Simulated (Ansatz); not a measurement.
The reference is HfO₂ in the fluorite structure (space group Fm-3m, No. 225; a = 5.001 Å). Axes: x, y, z lie along the cube axes.

Modification: tensor shear ε_xy = +1.43 % (engineering shear γ = 0.0286); the atoms relax in the strained cell.

Level of theory: plane-wave PAW DFT at the LDA level (Ansatz, a program for electronic structure, 420 eV), scalar-relativistic without spin-orbit coupling.

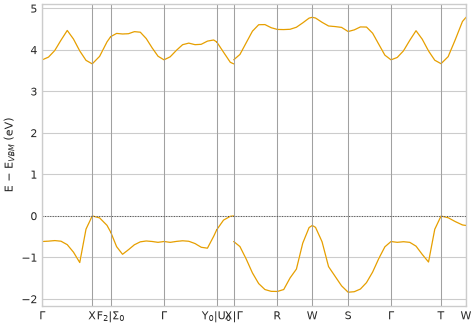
Highest valence and lowest conduction band along the path of the changed cell's own zone

Task: From the figure, how large is the changed gap, and is it direct?

Result: About 3.7 eV, direct at X.

With Hf present, leaving out spin-orbit coupling can change the band edges. Whether these cells are dynamically stable was not tested. This is not the structure that HfO2 has at room temperature and ambient pressure. Labels are those of the standard path for the cell's own space group.
